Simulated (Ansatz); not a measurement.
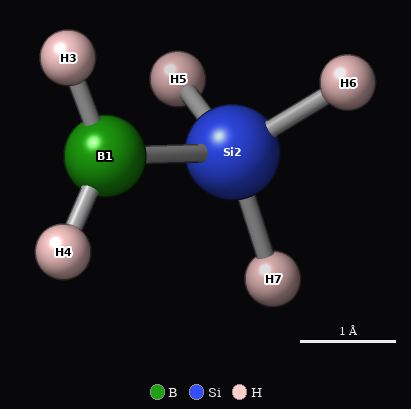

Figure 1. The structure as given in the input (ball-and-stick view, seen at an oblique angle; atoms are numbered from 1 in the order of the input). Bond lengths as drawn: B–H 1.19 to 1.20 Å, B–Si 2.01 Å and H–Si 1.49 Å.

## Two runs on BSiH5

System: BSiH5, SMILES B[SiH3].
Method of run A: RKS SPW92/def2-TZVPP (Ansatz 0.2.0).

The geometry comes from this level: PBE0-D4/def2-TZVP. Text and figures count atoms from 1; the logs count them from 0 in places.

Input, run A:
```yaml
crystal:
  periodic: [false, false, false]
  atoms:
    - {symbol: B, position_ang: [-0.043203, -1.189043, 0.204262]}
    - {symbol: Si, position_ang: [0.089076, 0.785348, -0.148545]}
    - {symbol: H, position_ang: [-1.125977, -1.690592, 0.290092]}
    - {symbol: H, position_ang: [0.906406, -1.902534, 0.335399]}
    - {symbol: H, position_ang: [-0.615990, 1.093364, -1.427155]}
    - {symbol: H, position_ang: [-0.623563, 1.516685, 0.939637]}
    - {symbol: H, position_ang: [1.474452, 1.318774, -0.239488]}
basis:
  gaussian: {orbitals: def2-TZVPP}
hamiltonian: {xc: lda}
output: {orbitals: {seedname: orbitals}}
```

Hardware: 2 CPU threads, shared host.

Output (run A):
```
Functional definition: SPW92
  exchange = slater_x
  correlation = pw_c
752 factors; their error is unknown
mean field evaluation 1: about -8590.8832 eV, gradient 2.5e1 eV
mean field evaluation 2: about -8591.2369 eV, gradient 2.4e1 eV
mean field evaluation 4: about -8593.2728 eV, gradient 1.1e0 eV
mean field evaluation 8: about -8593.2548 eV, gradient 1.8e-2 eV
mean field -8593.25478125 eV, -315.7962884937 hartree, gradient 3.2e-5 eV, S^2 0.000000; 0 other end points of the search recorded, 0 dependent functions left out
reference -8593.25482167 eV, -315.7962899790 hartree; 12, 12 occupied and 131, 131 virtual orbitals, 752 factors
Total energy: -8593.25482167 eV, -315.7962899790 hartree
```

The input of run B differs as follows (lines with − go, lines with + come):
```diff
-hamiltonian: {xc: lda}
+hamiltonian: {xc: {name: BHLYP}, dispersion: d4}
```

What does this change do to the results?

The total energies belong to different models, so their difference says nothing on which is more stable or more accurate. The HOMO goes from −7.31 to −9.62 eV. The LUMO goes from −3.77 to −1.40 eV.

Output (run B):
```
Functional definition: BHLYP
  parameter a = 0.5
  exchange = (1 - a)*b88_x + a*exact_x
  correlation = lyp_c
814 factors; their error is unknown
mean field evaluation 1: about -8633.5166 eV, gradient 1.3e1 eV
mean field evaluation 2: about -8633.9865 eV, gradient 5.3e0 eV
mean field evaluation 4: about -8634.0816 eV, gradient 1.8e-1 eV
mean field evaluation 8: about -8634.1266 eV, gradient 3.3e-2 eV
mean field -8634.12656208 eV, -317.2982987352 hartree, gradient 2.3e-5 eV, S^2 0.000000; 0 other end points of the search recorded, 0 dependent functions left out
reference -8634.12673236 eV, -317.2983049931 hartree; 12, 12 occupied and 131, 131 virtual orbitals, 814 factors
Total energy: -8634.23261164 eV, -317.3021959848 hartree
```

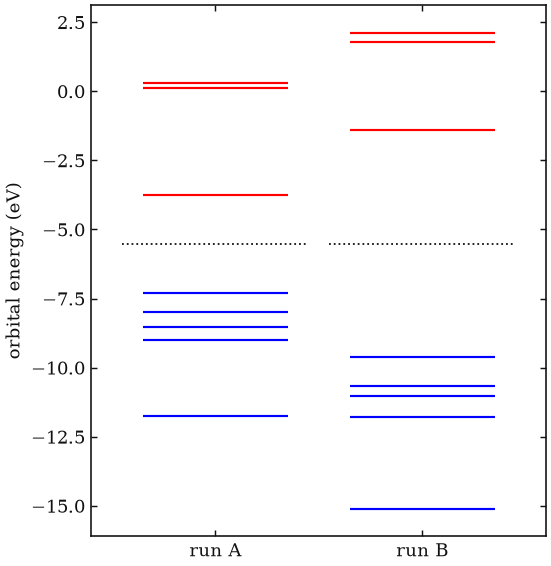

Figure 2. The five highest filled and three lowest empty orbital energies of the two runs; the dotted lines part filled from empty levels. The HOMO–LUMO gap is 3.54 eV in run A and 8.21 eV in run B.

The two runs side by side:

| quantity | run A | run B |
| --- | --- | --- |
| outcome | converged | converged |
| total energy (hartree) | −315.796290 | −317.302196 |
| HOMO (eV) | −7.31 | −9.62 |
| LUMO (eV) | −3.77 | −1.40 |
| basis functions | 143 | 143 |
